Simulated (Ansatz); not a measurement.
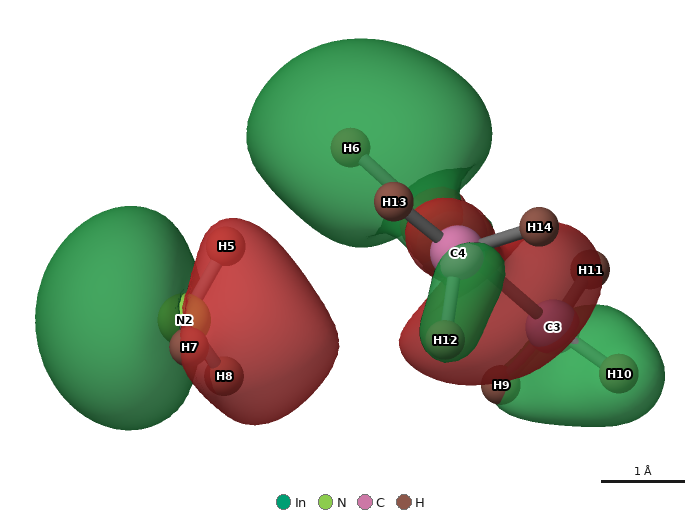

Figure. C2H7In···NH3. One frontier orbital at ±0.06 Å⁻³ᐟ² (green and red are the two phases), seen from one side.

Core potentials replace the inner electrons of In.

All numbers below come from RKS B3LYP/def2-SVP in Ansatz.

```xyz
14

In   -0.8013    0.0544    0.0050
N     2.0372    1.5996    1.1338
C    -0.8721   -1.8759    1.0396
C    -0.6265    0.3031   -2.1620
H     1.0345    1.7988    1.2009
H    -0.8578    1.4875    0.9880
H     2.2894    1.5438    0.1464
H     2.2068    0.6824    1.5435
H     0.0466   -1.9899    1.6399
H    -0.9505   -2.7193    0.3380
H    -1.7242   -1.9005    1.7369
H     0.2786   -0.2172   -2.5136
H    -0.5631    1.3699   -2.4219
H    -1.4977   -0.1368   -2.6744
```

**Which orbital is it: HOMO or LUMO?**

The HOMO, at −6.96 eV. By Hirshfeld shares it lies mainly on N2 (about 50 %), H6 (about 15 %), In1 (about 15 %) and C3 (about 5 %).
